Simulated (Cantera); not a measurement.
A closed system holds: 1 mol C3H8, 0.41 mol CO2, at 2525 °C.

Method: chemical equilibrium by Gibbs-energy minimisation in Cantera with the NASA 1993 tables (ideal gas, pure condensed phases). Candidate condensed phases: C, C6H6, C7H8, C8H18, H2O; 110 gas species. The ideal-gas law is rough above about 30 bar. The numbers say what is thermodynamically allowed, not how fast it happens.

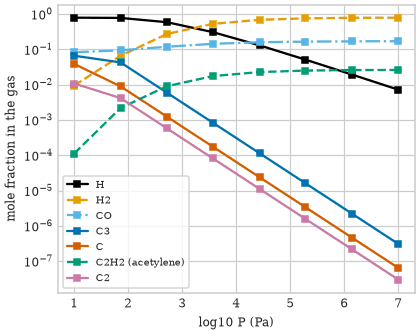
Fig. 1. Equilibrium gas composition (values under 1e-9 drawn at 1e-9)

At 0.0750 Torr nothing is condensed. From 0.540 Torr to 75000 Torr the condensed part is C(graphite). The main C-bearing gas is C3 at 0.0750 Torr and CO at 75000 Torr. The share of C in condensed phases is highest at 27.8 Torr (69.0 %) and lowest at 0.0750 Torr (0.0 %).
